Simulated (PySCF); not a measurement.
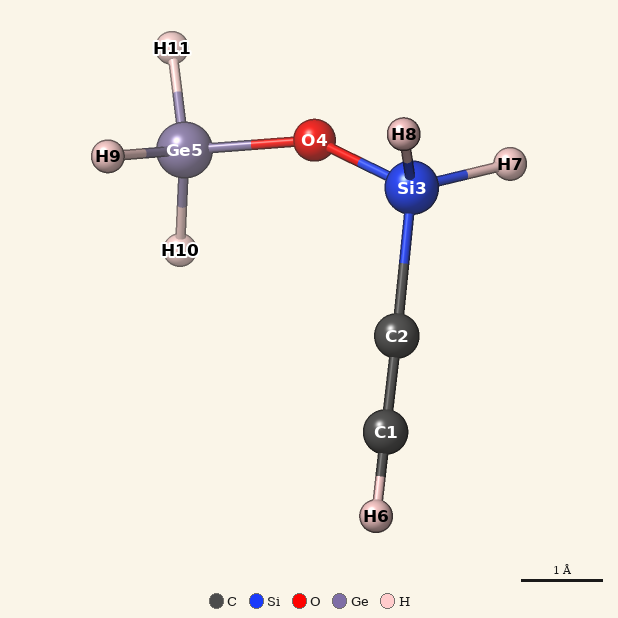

Orthographic view. Distant atoms are faded towards the background colour. The geometry was computed by an optimisation with GFN2-xTB. No frequency run is at hand to confirm it as a minimum.

List the bonded neighbours of every atom.

C1: C2, H6
C2: C1, Si3
Si3: C2, O4, H7, H8
O4: Si3, Ge5
Ge5: O4, H9, H10, H11
H6: C1
H7: Si3
H8: Si3
H9: Ge5
H10: Ge5
H11: Ge5
